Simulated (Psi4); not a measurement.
# CH3AlO (Al(CO)H3): PBE/def2-TZVP

Aim: the energy change on altering one bond length of CH3AlO (Al(CO)H3) at PBE/def2-TZVP, from 2 runs. 

Program for the calculation: Psi4 1.11.

1 further run of the same task is left out (set aside as unsound or not needed).

## Step 1: The molecule

The species is CH3AlO (6 atoms), meant as a singlet with charge 0. SMILES: `[H][Al]([H])([H])<-[C-]#[O+]`. The shape comes from GFN2-xTB, which is rough for such elements, and wasn't checked as a minimum.

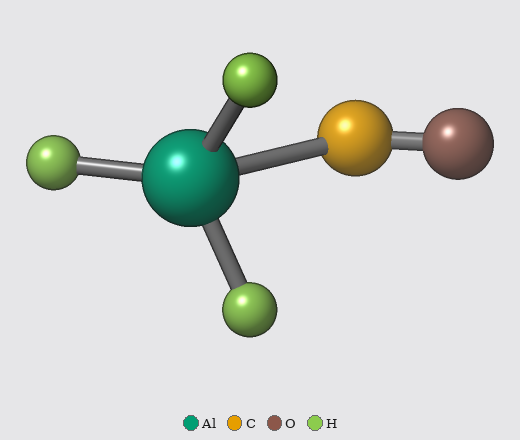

Viewed from a chosen angle; aluminium teal, carbon amber, oxygen brown, hydrogen green.

## Step 2: The energy at PBE/def2-TZVP

The input, ch3alo.py:

```python
import psi4

psi4.set_memory(1600000000)
psi4.set_num_threads(1)
psi4.set_output_file('output.dat', False)

mol = psi4.geometry("""
Al    -0.37701926    -0.02364047    -1.44690660
C      0.33788303     0.85880493     2.34293914
O      1.10101113    -0.00640617     4.12975078
H      2.57921160    -0.36621003    -1.30016937
H     -1.47837054     1.48334052    -3.69169337
H     -2.16271596    -1.94590768    -0.03392058
units bohr
symmetry c1
no_reorient
no_com
""")

psi4.set_options({
    'reference': 'rks',
    'puream': True,
    'e_convergence': 1e-09,
    'd_convergence': 1e-08,
    'scf_type': 'pk',
    'dft_radial_points': 99,
    'dft_spherical_points': 590,
})

result, w = psi4.energy("pbe/def2-TZVP", return_wfn=True)
psi4.oeprop(w, "QUADRUPOLE", "MULLIKEN_CHARGES", "DIPOLE", title="PBE")
print(f'total energy {result:.8f} hartree = {result * 27.211386:.5f} eV')
```

On the command line:

```console
$ python ch3alo.py
```

output.dat, shortened:

```text
[...]
  Running in c1 symmetry.
[...]
  Nuclear repulsion =   81.517240354628356
[...]
  Multiplicity = 1
[...]
  Nalpha       = 15
  Nbeta        = 15
[...]
    Number of basis functions: 117
[...]
   @RKS iter   1:  -357.17331986731375   -4.32259e-01   4.33453e-03 ADIIS/DIIS
[...]
   @RKS iter  11:  -357.29612390771405   -6.30962e-12   3.94447e-09 DIIS
[...]
    Orbital Energies [Eh]
    ---------------------
    Doubly Occupied:
       1A    -55.349730     2A    -18.874022     3A    -10.027847
       4A     -3.913871     5A     -2.520659     6A     -2.513198
       7A     -2.512779     8A     -1.098391     9A     -0.546169
      10A     -0.471089    11A     -0.457426    12A     -0.435298
      13A     -0.330500    14A     -0.272387    15A     -0.258217
[...]
  @RKS Final Energy:  -357.29612390771405
   => Energetics <=
    Nuclear Repulsion Energy =             81.5172403546283562
    One-Electron Energy =                -654.6830461518916309
    Two-Electron Energy =                 249.2730623197929276
    DFT Exchange-Correlation Energy =     -33.4033804302437218
    Empirical Dispersion Energy =           0.0000000000000000
    VV10 Nonlocal Energy =                  0.0000000000000000
    Total Energy =                       -357.2961239077140476
[...]
 Multipole Moments:
 ------------------------------------------------------------------------------------
     Multipole            Electronic (a.u.)      Nuclear  (a.u.)        Total (a.u.)
 ------------------------------------------------------------------------------------
 L = 1.  Multiply by 2.5417464519 to convert [e a0] to [Debye]
 Dipole X            :         -4.8420060            4.8722619            0.0302560
 Dipole Y            :         -3.7212320            3.9654769            0.2442449
 Dipole Z            :        -22.8406528           23.2600720            0.4194191
 Magnitude           :                                                    0.4862956
 L = 2.  Multiply by 1.3450342976 to convert [e a0^2] to [Debye ang]
 Quadrupole XX       :        -46.5414856           25.7459118          -20.7955738
 Quadrupole XY       :         -2.9284465            2.8714809           -0.0569655
[...]
  Mulliken Charges: (a.u.)
   Center  Symbol    Alpha    Beta     Spin     Total
       1    AL     6.42425  6.42425  0.00000  0.15150
       2     C     2.95894  2.95894  0.00000  0.08211
       3     O     3.97237  3.97237  0.00000  0.05526
       4     H     0.54860  0.54860  0.00000 -0.09720
       5     H     0.54724  0.54724  0.00000 -0.09449
       6     H     0.54859  0.54859  0.00000 -0.09718
   Total alpha = 15.00000, Total beta = 15.00000, Total charge = -0.00000
```

The script printed:

```text
total energy -357.29612391 hartree = -9722.52274 eV
```

Run time: 13 s. Hardware: 1 thread of Intel Xeon 6975P-C (Granite Rapids), shared host; peak memory 0.7 GiB.

## Step 3: The distorted shape at the same level

The input, calc.inp:

```
memory 1600 mb

molecule m {
  0 1
  Al     0.091880    -0.411220    -0.171755
  C      0.470190     0.055750     1.833745
  O      0.874020    -0.402100     2.779285
  H      1.656250    -0.592500    -0.094105
  H     -0.782320     0.784950    -1.953560
  H     -0.853070    -1.428440     0.575965
  symmetry c1
}

set {
  puream               true
  e_convergence        1e-09
  d_convergence        1e-08
  scf_type             pk
  dft_radial_points    99
  dft_spherical_points 590
}

energy_value, wavefunction = energy('pbe/def2-TZVP', return_wfn=True)
oeprop(wavefunction, 'QUADRUPOLE', 'LOWDIN_CHARGES', 'DIPOLE', title='PBE')
```

On the command line:

```console
$ psi4 -n 1 calc.inp calc.out
```

calc.out, shortened:

```text
[...]
  Running in c1 symmetry.
[...]
  Nuclear repulsion =   79.653791797567209
[...]
  Multiplicity = 1
[...]
  Nalpha       = 15
  Nbeta        = 15
[...]
    Number of basis functions: 117
[...]
   @RKS iter   1:  -357.13195707218620   -4.65430e-01   4.27542e-03 ADIIS/DIIS
[...]
   @RKS iter  12:  -357.24412558884745   -3.58114e-12   3.87354e-09 DIIS
[...]
    Orbital Energies [Eh]
    ---------------------
    Doubly Occupied:
       1A    -55.392254     2A    -18.884434     3A    -10.037541
       4A     -3.950237     5A     -2.556388     6A     -2.551068
       7A     -2.548806     8A     -1.108274     9A     -0.556112
      10A     -0.481562    11A     -0.467208    12A     -0.444733
      13A     -0.321426    14A     -0.287380    15A     -0.226995
[...]
  @RKS Final Energy:  -357.24412558884745
   => Energetics <=
    Nuclear Repulsion Energy =             79.6537917975672087
    One-Electron Energy =                -650.4601114404131295
    Two-Electron Energy =                 246.8592699787290314
    DFT Exchange-Correlation Energy =     -33.2970759247305637
    Empirical Dispersion Energy =           0.0000000000000000
    VV10 Nonlocal Energy =                  0.0000000000000000
    Total Energy =                       -357.2441255888474529
[...]
 Multipole Moments:
 ------------------------------------------------------------------------------------
     Multipole            Electronic (a.u.)      Nuclear  (a.u.)        Total (a.u.)
 ------------------------------------------------------------------------------------
 L = 1.  Multiply by 2.5417464519 to convert [e a0] to [Debye]
 Dipole X            :          1.0311790           -0.7822583            0.2489207
 Dipole Y            :          0.1385476           -0.1893986           -0.0508510
 Dipole Z            :          4.0432773           -3.1731333            0.8701440
 Magnitude           :                                                    0.9064755
 L = 2.  Multiply by 1.3450342976 to convert [e a0^2] to [Debye ang]
 Quadrupole XX       :        -48.6260920           27.0750982          -21.5509937
 Quadrupole XY       :          0.6107622           -0.1489267            0.4618355
[...]
```

It took 13 s on 1 thread of Intel Xeon 6975P-C (Granite Rapids), shared host; peak memory 0.7 GiB.

## Step 4: Results

Level: PBE/def2-TZVP.

| quantity | value |
| --- | --- |
| first shape: total energy | -357.29612 Eh |
| first shape: dipole moment | 1.24 D |
| first shape: HOMO energy | -7.03 eV |
| first shape: LUMO energy | -3.04 eV |
| first shape: HOMO–LUMO gap | 3.99 eV |
| distorted shape: total energy | -357.24413 Eh |
| distorted shape: dipole moment | 2.30 D |
| distorted shape: HOMO energy | -6.18 eV |
| distorted shape: LUMO energy | -3.37 eV |
| distorted shape: HOMO–LUMO gap | 2.81 eV |
| energy change with the Al1–H5 bond stretched from 1.545 to 2.317 Å | 1.415 eV |

With the Al1–H5 bond stretched from 1.545 to 2.317 Å the energy rises by 1.41 eV (33 kcal/mol). The first shape isn't relaxed at this level, so the change isn't measured from a minimum. Mulliken charges (first shape) run from -0.10 on H4 to +0.15 on Al1.
